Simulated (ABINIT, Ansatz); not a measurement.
# NaAsF6 (Fm-3m): G0W0 with ABINIT, start to end, part 3 of 3

Aim: the G0W0 gap of NaAsF6 (Fm-3m) on LDA, step by step.

ABINIT 10.8.3; LDA and many-body steps on it, plane waves. Known limits of the many-body steps: not at the basis limit; exchange with frozen shells missing; no spin-orbit coupling; coarse k mesh.

So far. Step 4 (Empty states on the mesh, 2×2×2 mesh, 260 bands): On this mesh the gap is 5.286 eV. Step 5 (Screening, 2×2×2 mesh, 238 bands, screening to 176.9 eV): Local fields lower ε∞ by 11 %. On a Γ-centred mesh this coarse the value itself is usually too large, while a short band sum pulls it down.

### 6. Self-energy, 2×2×2 mesh, 238 bands, screening to 176.9 eV

The self-energy is evaluated for the states that the input lists, and the levels follow from it, in one-shot runs by the linearised quasiparticle equation.

This step: G0W0 on LDA, plane waves, norm-conserving pseudopotentials.

Input file run.abi:

```
acell 3*1.0 Angstrom
rprim 
  -0.000000000000 3.983049320000 3.983049320000
  3.983049320000 -0.000000000000 3.983049320000
  3.983049320000 3.983049320000 0.000000000000
ntypat 3
znucl 11 33 9
natom 8
typat 1 2 3 3 3 3 3 3
xred 
  0.500000000000 0.500000000000 0.500000000000
  0.000000000000 0.000000000000 0.000000000000
  0.781629880000 0.781629880000 0.218370120000
  0.218370120000 0.781629880000 0.218370120000
  0.781629880000 0.218370120000 0.218370120000
  0.218370120000 0.218370120000 0.781629880000
  0.781629880000 0.218370120000 0.781629880000
  0.218370120000 0.781629880000 0.781629880000
pp_dirpath "pseudos"
pseudos "Na.upf, As.upf, F.upf"
ecut 38
ngkpt 2 2 2
nshiftk 1
shiftk 0 0 0
kptopt 1
chksymbreak 0
istwfk *1
occopt 1
irdwfk 1
optdriver 4
nband 238
gwcalctyp 0
ecutsigx 38
symsigma 1
nkptgw 1
kptgw 
  0.0000000000 0.0000000000 0.0000000000
bdgw 
  31 35
ecuteps 6.5
irdscr 1
ppmodel 1
indata_prefix "in"
outdata_prefix "out"
tmpdata_prefix "tmp"
```

Run with:

```sh
$ OMP_NUM_THREADS=1 mpirun -n 4 abinit run.abi > log
```

Numbers of over 12 decimals in the logs are rounded to 6 here.

The program printed:

```text
.Version 10.8.3 of ABINIT. v10.8.2 released Aug 2026.

 Symmetries : space group Fm -3 m (#225); Bravais cF (face-center cubic)
[... echo of the input left out ...]
== DATASET  1 ==================================================================
-   mpi_nproc: 4, omp_nthreads: 1 (-1 if OMP is not activated)

--- !DatasetInfo
iteration_state: {dtset: 1, }
dimensions: {natom: 8, nkpt: 3, mband: 238, nsppol: 1, nspinor: 1, nspden: 1, mpw: 9577, }
cutoff_energies: {ecut:  38.0, pawecutdg:  -1.0, }
electrons: {nelect:   6.60000000E+01, charge:   0.00000000E+00, occopt:   1.00000000E+00, tsmear:   1.00000000E-02, }

 SIGMA: Calculation of the GW corrections

 Based on a program developped by R.W. Godby, V. Olevano, G. Onida, and L. Reining.
 Incorporated in ABINIT by V. Olevano, G.-M. Rignanese, and M. Torrent.
.Using double precision arithmetic ; gwpc =  8

[... cell and pseudopotentials left out ...]
--------------------------------------------------------------------------------

 ==== K-mesh for the wavefunctions ====
 Number of points in the irreducible wedge :     3
[... list of points left out ...]
 Together with 48 symmetry operations and time-reversal symmetry
 yields     8 points in the full Brillouin Zone.

 ==== Q-mesh for screening function ====
 Number of points in the irreducible wedge :     3
[... list of points left out ...]
 Together with 48 symmetry operations and time-reversal symmetry
 yields     8 points in the full Brillouin Zone.

 vcoul_init : cutoff-mode = AUXILIARY_FUNCTION
 q-points for optical limit:   1
     1)      0.000010    0.000020    0.000030
 setmesh: FFT mesh size selected  =    60x   60x   60
          total number of points  =       216000

 Number of electrons calculated from density =   66.0000; Expected =   66.0000
 average of density, n =  0.077387
 r_s =    1.4557
 omega_plasma =   26.8343 [eV]

 === KS Band Gaps ===
  >>>> For spin  1
   Minimum direct gap =   5.2861 [eV], located at k-point      :   0.0000  0.0000  0.0000
   Fundamental gap    =   5.2861 [eV], Top of valence bands at :   0.0000  0.0000  0.0000
                                       Bottom of conduction at :   0.0000  0.0000  0.0000
 SIGMA fundamental parameters:
 PLASMON POLE MODEL  1
 number of plane-waves for SigmaX                 9577
 number of plane-waves for SigmaC and W            645
 number of plane-waves for wavefunctions          9577
 number of bands                                   238
 number of independent spin polarizations            1
 number of spinorial components                      1
 number of k-points in IBZ                           3
 number of q-points in IBZ                           3
 number of symmetry operations                      48
 number of k-points in BZ                            8
 number of q-points in BZ                            8
 number of frequencies for dSigma/dE                 9
 frequency step for dSigma/dE [eV]                0.25
 number of omega for Sigma on real axis              0
 max omega for Sigma on real axis  [eV]           0.00
 zcut for avoiding poles [eV]                     0.10

 EPSILON^-1 parameters (SCR file):
 dimension of the eps^-1 matrix on file            645
 dimension of the eps^-1 matrix used               645
 number of plane-waves for wavefunctions          9577
 number of bands                                   238
 number of q-points in IBZ                           3
 number of frequencies                               2
 number of real frequencies                          1
 number of imag frequencies                          1

 matrix elements of self-energy operator (all in [eV])

 Perturbative Calculation

--- !SelfEnergy_ee
iteration_state: {dtset: 1, }
kpoint     : [   0.000,    0.000,    0.000, ]
spin       : 1
KS_gap     :    5.286
QP_gap     :   10.336
Delta_QP_KS:    5.049
data: !SigmaeeData |
     Band     E0 <VxcDFT>   SigX SigC(E0)      Z dSigC/dE  Sig(E)    E-E0       E
       31  -3.964 -23.072 -30.801   4.930   0.825  -0.211 -25.382  -2.310  -6.275
       32  -3.964 -23.072 -30.801   4.930   0.825  -0.211 -25.382  -2.310  -6.275
       33  -3.964 -23.072 -30.801   4.930   0.825  -0.211 -25.382  -2.310  -6.275
       34   1.322 -18.169 -13.133  -1.912   0.877  -0.140 -15.430   2.739   4.061
       35   5.312  -9.938  -5.419  -2.130   0.905  -0.106  -7.777   2.161   7.473

== END DATASET(S) ==============================================================
================================================================================

 -outvars: echo values of variables after computation  --------
           etotal      0.0000000000E+00
            nband         238
             nkpt           3
          spgroup         225
 [... the other variables as echoed above ...]

 Calculation completed.
```

Run time: 18 s. Hardware: 4 MPI ranks of Arm Neoverse V2, shared host; peak memory 1.9 GiB.

Numbers from this step:

| Item | Value |
| --- | --- |
| G0W0 gap on the points computed | 10.34 eV |
| starting gap on the mesh | 5.286 eV |
| k of the valence top | 0, 0, 0 |
| k of the conduction bottom | 0, 0, 0 |
| Z at the valence top | 0.825 |
| Z at the conduction bottom | 0.877 |
| least direct G0W0 gap on the computed points | 10.34 eV |

The gap on the mesh goes from 5.29 eV to 10.34 eV, a correction of +5.05 eV.

Limits: finite bands, cutoff and mesh; exchange with frozen shells missing; no spin-orbit coupling; coarse k mesh. v1 is the top filled band, c1 the lowest empty one. The levels before and after the correction (eV, zero at the valence-band top of each column):

```tsv
	conduction bottom	valence top
Kohn-Sham	5.29	0.00
G0W0	10.34	0.00
```

```tsv
	level	energy (eV)
Kohn-Sham	Γ v3-v1	0.000
Kohn-Sham	Γ c1	5.286
Kohn-Sham	Γ c2	9.276
G0W0	Γ v3-v1	0.000
G0W0	Γ c1	10.336
G0W0	Γ c2	13.748
```

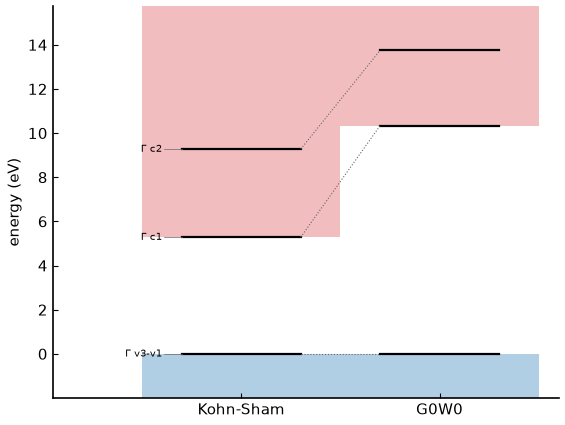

Levels before and after the correction. Shaded: valence and conduction bands.

### 7. Where the time went

Times are wall times on 4 MPI ranks of Arm Neoverse V2, shared host, good to a factor of about two.

```tsv
step	time	share	memory (GiB)
ground state	42 s	14 %	0.5
bands along the symmetry lines	63 s	20 %	0.5
empty states on the mesh	1.9 min	37 %	0.52
screening	70 s	23 %	2.3
self-energy	18 s	6 %	1.9
```

### 8. What came out

```json
{
 "LDA gap": "5.29 eV, direct",
 "G0W0 gap on the mesh": "10.34 eV",
 "GW settings": "2×2×2 mesh, 238 bands, screening to 176.9 eV, Godby-Needs plasmon pole",
 "known limits": "not at the basis limit; exchange with frozen shells missing; no spin-orbit coupling; coarse k mesh"
}
```

In words: G0W0 moves the gap on the mesh from 5.29 eV to 10.34 eV (+5.05 eV), with Z of 0.82 and 0.88 at the edges. Local fields lower the RPA ε∞ on this mesh from 1.95 to 1.74; a Γ-centred mesh this coarse tends to raise both, most where the direct gap is narrow, while a short band sum lowers them. Only 1 of the mesh's irreducible points was corrected, so a valley elsewhere could overtake. The dearest step here is «empty states on the mesh». Bands and cutoff are finite, so the gap is not at the basis limit. The miss can reach some tenths of an eV and take either sign; the mesh is an error of its own. In the G0W0 run levels were corrected at 1 k point alone, so a gap called «on the mesh» is the least over those, and an edge elsewhere would be missed. The 2×2×2 mesh is coarse for this cell, which bears on the long-range parts of exchange and screening. The norm-conserving file of at least one element keeps a d shell over frozen s and p shells of the same row. Exchange with those shells is missing from the self-energy, an error of 0.3 to 0.9 eV in cases checked, whose sign depends on which edge lies on those atoms. The many-body steps are scalar-relativistic: spin-orbit coupling is not in them.

[Paths, hosts, dates, memory and timing lines, banners, echoed tables and standing remarks are left out of the program output.]

[Logs are printed without paths, hosts, clocks, repeated set-up lines and the standing remarks that a program may print on its own settings, such as how far it seeks lower states.]

[Runs of the session that timed out or met a known fault of the program may be left out.]

[Hosts, paths, dates, database ids (printed as entryN), source tags and the programs' standing remarks are cut or masked in the printed files.]

[G0W0 gaps are taken among the corrected bands and points alone; a level outside them can change the order at an edge.]

[Where Ansatz stands beside ABINIT at settings called matched, ABINIT's density can come from a denser mesh and the files from another edition; pairs whose starting gaps differed by over 0.03 eV were left out, so agreement reads better than it is.]
